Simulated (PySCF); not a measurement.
SMILES [O]=[Mo-2](=[O])(=[O])=[O] (charge -2), B3LYP/def2-SVP optimised geometry. Atoms within 1.6 Å of the plane z = 0.0 Å (x, y, z in Å): Mo1 (-0.59, -0.84, 0.00), O2 (1.19, -0.84, 0.00), O3 (-1.19, -1.68, -1.45), O4 (-1.19, -1.68, 1.45), O5 (-1.19, 0.84, 0.00).

Level of theory: B3LYP/def2-TZVPD, def2 effective core potentials past Kr (PySCF). The core electrons that the potentials of Mo replace are not part of the density. Cells within 0.4 Å of a nucleus heavier than hydrogen are left out (blank, or x).

Map of the deformation density (molecule minus spherical neutral atoms) (e/bohr³) on the plane z = 0.0 Å:

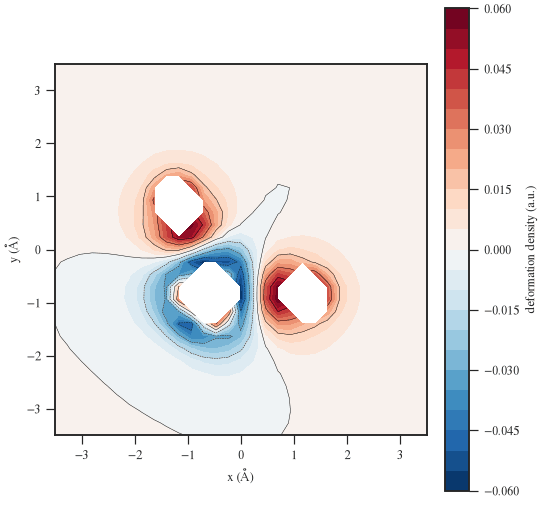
Fig. 1. Deformation density (molecule minus spherical neutral atoms) (e/bohr³) on the plane z = 0.0 Å.
